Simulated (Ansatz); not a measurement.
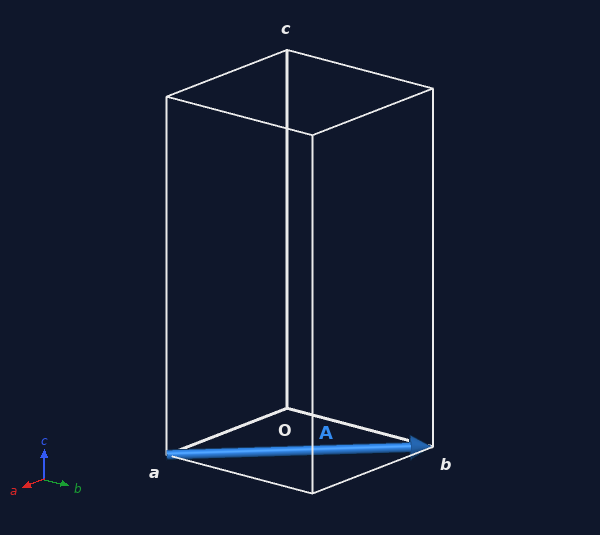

The arrow starts at a corner of the unit cell and ends on its surface; where a tip isn't a corner, dashed lines run from it parallel to the axes. Crystal: AlGa₃P₄, the end point of a relaxation with Ansatz, DFT, PBE, plane waves, PAW; the starting structure was generated, so it need not be a known form of this composition. All values are computed from the atomic coordinates in the standard setting (tolerance 0.002 Å).

a = 5.507 Å, b = 5.507 Å, c = 11.014 Å, α = 90.00°, β = 90.00°, γ = 90.00°.

> Give [uvw] of the arrow.

Arrow A runs from (1, 0, 0) to (0, 1, 0), so [−1 1 0].

> How long is the vector ua + vb + wc?

7.788 Å.

> In I-42m (No. 121), how many directions are equivalent to A (Laue class 4/mmm, both senses counted)?

4.
